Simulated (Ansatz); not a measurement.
**SiH$_{5}$F: nudged elastic band**

- system: SiH$_{5}$F
- method: RKS PBE0-D4/def2-TZVP (Ansatz 0.2.0)

One setting was made poor on purpose. It belongs to a series of runs on one base structure; here: an input spoilt on purpose.

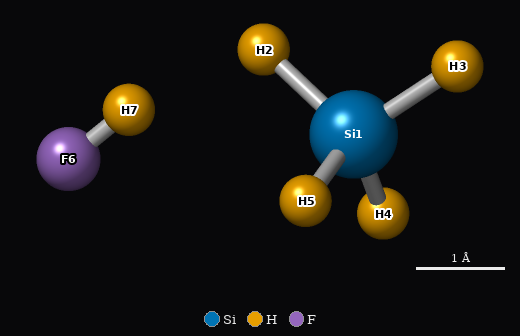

*The starting structure (ball-and-stick view, seen at a tilt; atoms are numbered from 1 in the order of the input).*

Input file
```yaml
crystal:
  periodic: [false, false, false]
  atoms:
    - { symbol: Si, position_ang: [0.312878, -0.000713, -0.191791] }
    - { symbol: H, position_ang: [0.022065, -0.003646, 1.27441] }
    - { symbol: H, position_ang: [1.786469, 0.000703, -0.353009] }
    - { symbol: H, position_ang: [-0.278688, 1.218754, -0.789883] }
    - { symbol: H, position_ang: [-0.276845, -1.218902, -0.794303] }
    - { symbol: F, position_ang: [-2.628377, 0.002958, 1.750559] }
    - { symbol: H, position_ang: [-1.703203, 0.000846, 1.744417] }
basis:
  gaussian: { orbitals: def2-TZVP }
hamiltonian:
  xc: pbe0
  dispersion: d4
neb:
  order_check: false
  images: 7
  f_tol: 0.05
  max_iterations: 8
  optimiser: fire
  climbing: immediate
  final_atoms:
    - { symbol: Si, position_ang: [-0.27850587, 0.00115943, -0.73238527] }
    - { symbol: H, position_ang: [-0.36828569, -0.00330741, 3.37998401] }
    - { symbol: H, position_ang: [0.93449294, -0.0003755, 0.11863083] }
    - { symbol: H, position_ang: [-0.32665044, 1.22105727, -1.57200649] }
    - { symbol: H, position_ang: [-0.32785904, -1.21684497, -1.57468092] }
    - { symbol: F, position_ang: [-1.56351816, 0.0007465, 0.2247407] }
    - { symbol: H, position_ang: [-0.83537473, -0.00243533, 2.79611714] }
  initial_path:
    images:
      - { positions_ang: [[0.312878, -0.000713, -0.191791], [0.022065, -0.003646, 1.27441], [1.786469, 0.000703, -0.353009], [-0.278688, 1.218754, -0.789883], [-0.276845, -1.218902, -0.794303], [-2.628377, 0.002958, 1.750559], [-1.703203, 0.000846, 1.744417]] }
      - { positions_ang: [[0.23958729, -0.00048744, -0.13839428], [-0.00285963, -0.00324836, 1.41310118], [1.6950197, 0.00048264, -0.36216966], [-0.3690361, 1.21223445, -0.71720375], [-0.36803348, -1.21170694, -0.72127902], [-2.42211864, 0.00239715, 1.44303617], [-1.53826014, 0.0003285, 1.72330936]] }
      - { positions_ang: [[0.16629658, -0.00026188, -0.08499756], [-0.02778425, -0.00285072, 1.55179235], [1.60357039, 0.00026227, -0.37133033], [-0.45938419, 1.20571491, -0.6445245], [-0.45922196, -1.20451188, -0.64825505], [-2.21586028, 0.0018363, 1.13551335], [-1.37331728, -0.00018901, 1.70220172]] }
      - { positions_ang: [[0.09300587, -3.632e-05, -0.03160083], [-0.05270888, -0.00245308, 1.69048353], [1.51212109, 4.191e-05, -0.38049099], [-0.54973229, 1.19919536, -0.57184524], [-0.55041044, -1.19731682, -0.57523107], [-2.00960193, 0.00127545, 0.82799052], [-1.20837442, -0.00070651, 1.68109409]] }
      - { positions_ang: [[0.01971516, 0.00018924, 0.02179589], [-0.0776335, -0.00205543, 1.82917471], [1.42067178, -0.00017845, -0.38965166], [-0.64008039, 1.19267582, -0.49916599], [-0.64159891, -1.19012176, -0.50220709], [-1.80334357, 0.00071461, 0.52046769], [-1.04343156, -0.00122401, 1.65998645]] }
      - { positions_ang: [[-0.0548401, 0.00043179, -0.1667494], [-0.15029655, -0.00236843, 2.21687703], [1.29912707, -0.00022772, -0.26258103], [-0.5617229, 1.19977118, -0.76737612], [-0.56316395, -1.19680256, -0.77032555], [-1.74338722, 0.00072258, 0.44653595], [-0.99141735, -0.00152684, 1.94401912]] }
      - { positions_ang: [[-0.12939536, 0.00067434, -0.35529469], [-0.2229596, -0.00268142, 2.60457936], [1.17758236, -0.00027698, -0.13551041], [-0.48336542, 1.20686654, -1.03558624], [-0.48472898, -1.20348336, -1.03844401], [-1.68343087, 0.00073055, 0.3726042], [-0.93940315, -0.00182967, 2.22805179]] }
      - { positions_ang: [[-0.20395061, 0.00091688, -0.54383998], [-0.29562264, -0.00299441, 2.99228169], [1.05603765, -0.00032624, -0.00843979], [-0.40500793, 1.2139619, -1.30379637], [-0.40629401, -1.21016416, -1.30656246], [-1.62347452, 0.00073853, 0.29867245], [-0.88738894, -0.0021325, 2.51208447]] }
      - { positions_ang: [[-0.27850587, 0.00115943, -0.73238527], [-0.36828569, -0.00330741, 3.37998401], [0.93449294, -0.0003755, 0.11863083], [-0.32665044, 1.22105727, -1.57200649], [-0.32785904, -1.21684497, -1.57468092], [-1.56351816, 0.0007465, 0.2247407], [-0.83537473, -0.00243533, 2.79611714]] }
  spring: -5.0
```

Hardware: 2 threads of Arm Neoverse V1, 24 GiB of memory available, shared host.

Launched with:
```bash
ansatz run input.yaml --threads 2 --pin off --max-ram 3072MiB --backend cpu --events-out ev --progress --plain --runs-dir out
```

Output
```
Error: invalid value for `neb.spring`: must be finite and > 0; got -5 eV/Å²
```

What the run reported

- outcome: refused by the program

Diagnosis

The program refused the input: “invalid value for `neb.spring`: must be finite and > 0; got -5 eV/Å²” A deliberately poor setting: bad input.
